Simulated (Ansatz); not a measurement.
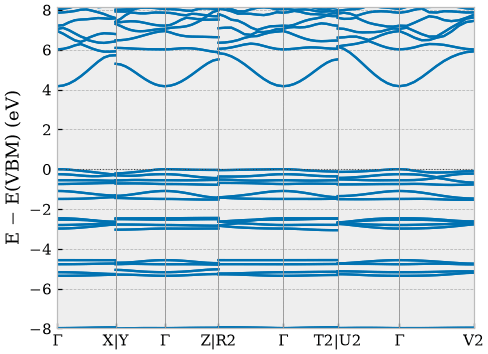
Fig. 1. Band structure from plane-wave PAW r²SCAN+D4 with spin–orbit coupling (Ansatz code)

Problem. Read off the gap and where the band edges lie.

Solution. About 4.2 eV (4.17 eV by a search for the band edges); maximum at Γ, minimum at Γ.

The material is NaH4IO2 in space group P-1 (No. 2; Pearson symbol aP16).

The first step of the workflow began from a Materials Project structure, measured or hypothetical; the Crystallography Open Database files this formula in space group No. 2, but the cells were not matched. Its standing as an ambient phase is unchecked. The r²SCAN+D4 relaxation kept the symmetry of its start; its stability against distortions is not shown here.

Potentials: the later of the program's two PAW sets.
